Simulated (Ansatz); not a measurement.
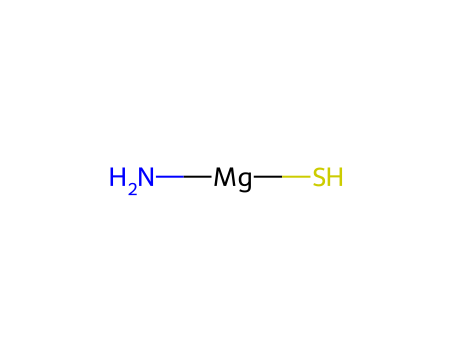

A structural formula.

Give its SMILES.

Answer. [NH2][Mg][SH]

What is the molecular formula?

Answer. H3MgNS.

More results for the same structure follow; atom numbers are the same in all pictures, views and colours differ. The computed structure is the end point of a PBE0-D4/def2-TZVP optimisation.

**Geometry**

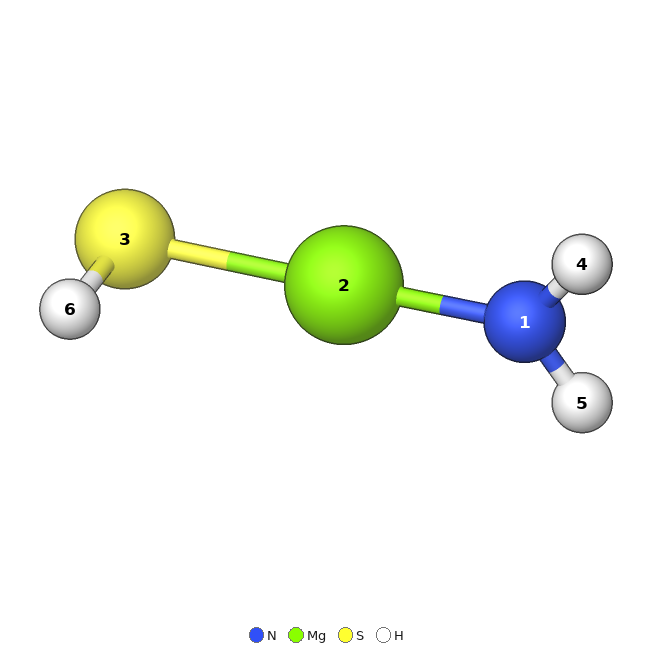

The atoms are numbered.

How are the neighbours of atom 3 arranged?

Answer. S3 has 2 neighbours (Mg2 at 2.29, H6 at 1.34 Å); the arrangement is bent.

Describe the coordination of atom 2.

Answer. Mg2 has 2 neighbours (N1 at 1.88, S3 at 2.29 Å); the arrangement is linear.

What is the geometry at N1?

Answer. N1 has 3 neighbours (Mg2 at 1.88, H4 at 1.01, H5 at 1.01 Å); the arrangement is trigonal planar.

**Electronic properties**

Method: RKS ωB97M-V/def2-TZVPP (Ansatz 0.2.0).

Give the HOMO energy (Kohn–Sham orbital) at this level.

Answer. −8.94 eV.

Estimate the vertical ionisation energy.

Answer. 9.06 eV.

What is the dipole moment?

Answer. 1.87 D.

What is the LUMO energy (Kohn–Sham orbital)?

Answer. 0.19 eV.

**Thermal motion**

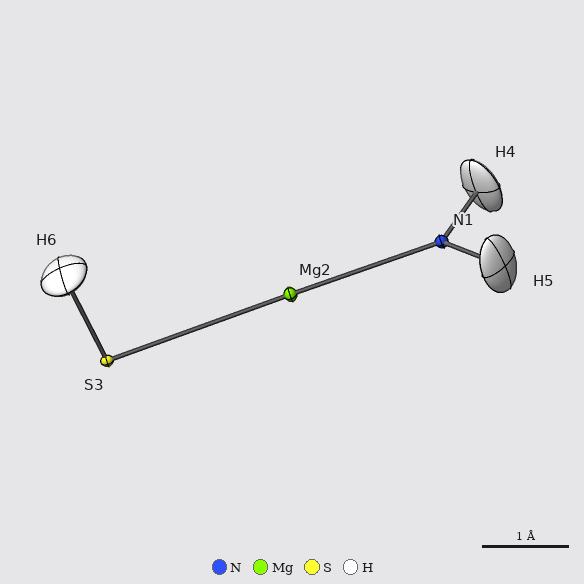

Displacement ellipsoids at the 50 % level, from the internal vibrations of the free molecule (harmonic, no overall translation or rotation; no half-axis is drawn under 0.075 Å). Vibrations computed with RKS PBE0-D4/def2-TZVP (Ansatz 0.2.0). Temperature: 0 K (zero-point motion alone).

Which atom moves most?

Answer. H4, H5, with U_eq = 0.0326 Å².

Does H5 move more along its bond or across it?

Answer. Across it: the root-mean-square amplitude is 0.078 Å along the bond and up to 0.252 Å across, since bending and torsion are softer than stretching.

Give the displacement parameters, one line for each set of equivalent atoms.

```
  atom  U_eq (Å²)   rms amplitudes (Å)
    N1     0.0022  0.040, 0.045, 0.055
   Mg2     0.0026  0.028, 0.059, 0.060
    S3    0.00055  0.020, 0.022, 0.028
H4, H5     0.0325  0.078, 0.168, 0.252
    H6     0.0320  0.080, 0.188, 0.233
```

**Charges**

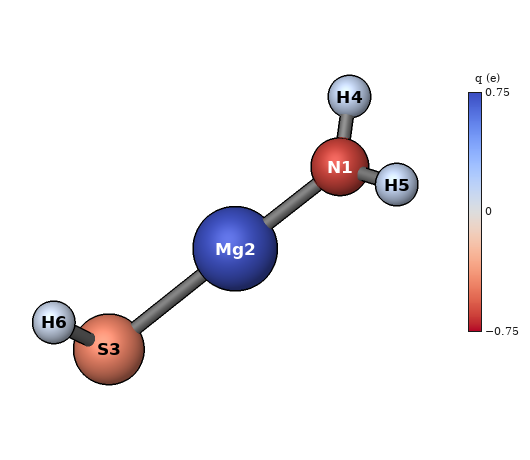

Atoms are coloured by their Mulliken charges. Method: RKS B3LYP-D4/def2-TZVPP (Ansatz 0.2.0).

Give the Mulliken charges atom by atom.

```
atom  value (e)
  N1      −0.64
 Mg2       0.73
  S3      −0.46
  H4       0.13
  H5       0.13
  H6       0.10
```

Mulliken values depend strongly on the basis set and can even reverse the polarity of a bond.
